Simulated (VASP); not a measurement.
Band structure of CdI₂ (1T layered). Computed with PBEsol GGA with spin-orbit coupling, VASP's PBE PAW potentials (set 64) (plane waves; VASP).

The path is coarsely sampled, so an indirect gap can come out somewhat too large. Without a dispersion term in the relaxation, distances and binding between the weakly bound layers, chains or molecules are unreliable, and so is what depends on them.

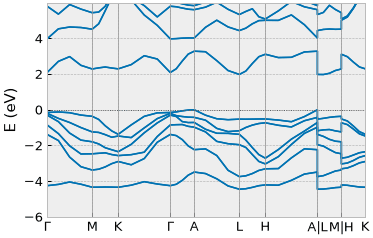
Figure: Bands along high-symmetry lines, zero at the valence-band maximum or, without a gap, the Fermi level

Question: Read the plot: is there a gap, and where are the band edges?

Answer: The gap is indirect, 1.97 eV, from the valence maximum at A to the conduction minimum at L-M at 0.25.

The compound is CdI2 in the 1T layered structure. It was relaxed first.
